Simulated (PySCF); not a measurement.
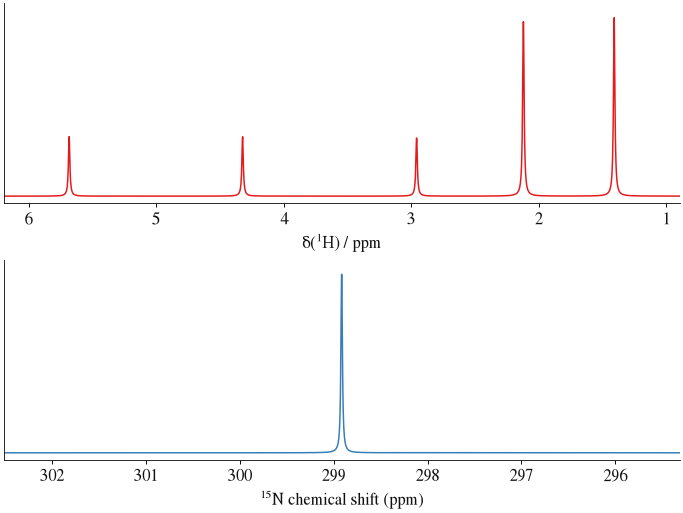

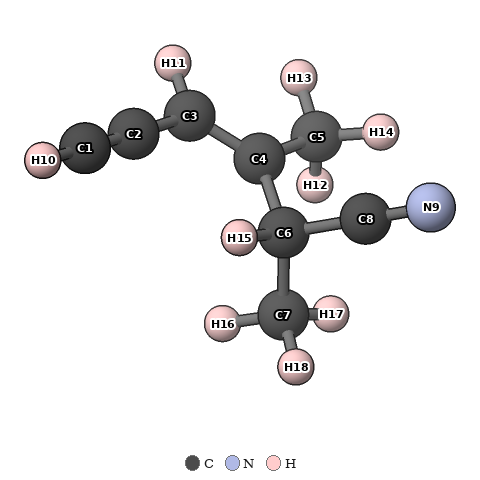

Spectrum and numbered structure of C₈H₉N, SMILES C#C/C=C(/C)[C@@H](C)C#N. GIAO shifts, PBE0/pcSseg-1 with PySCF, at a GFN2-xTB geometry (no frequency check), against TMS for ¹H and NH₃ for ¹⁵N computed at the same level (¹⁵N: a single molecule, while the usual scales start at liquid NH₃ or nitromethane; multiply bonded nitrogen can come out tens of ppm too deshielded). Gas phase, fully decoupled, line heights follow the number of nuclei, widths are arbitrary (no quadrupolar broadening); values of one conformer, averaged over methyl-type rotors and exact or near symmetry; other conformers aren't averaged in.

Q: Which ¹H nuclei are the least shielded, and which the most?

A: Least shielded: H11 at 5.68 ppm. Most shielded: H16, H17 and H18 at 1.41 ppm.

Q: Where does the ¹⁵N line lie?

A: At 298.9 ppm (N9).

Caveats: the tight-binding geometry is rougher than a DFT one and adds to the error.
